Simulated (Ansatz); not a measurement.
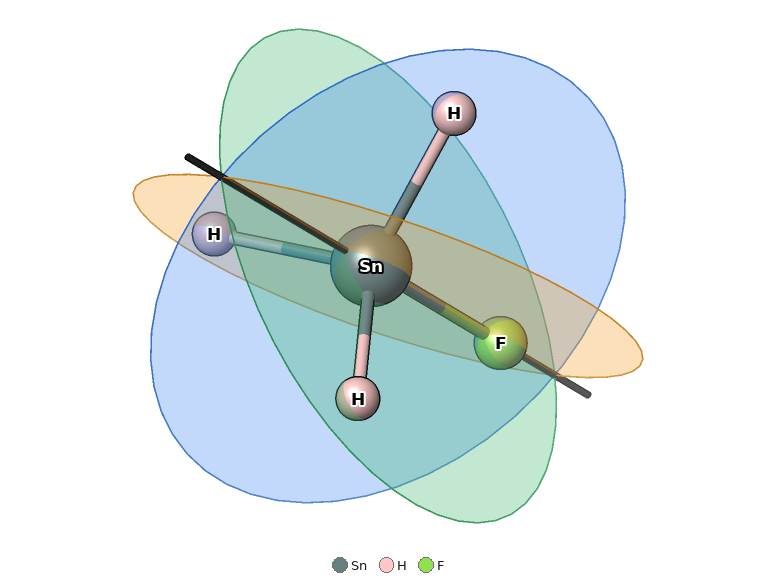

All proper rotation axes (lines) and mirror planes (discs) of the structure are drawn in. Distant atoms are faded towards the background colour. The computed structure is the end point of a PBE0-D4/def2-TZVP optimisation.

What is the order of each axis, and which point group results?

It has 1 C3 axis and 3 mirror planes. Point group C3v. The group has 6 operations. The geometry is achiral, and symmetry allows a dipole moment.
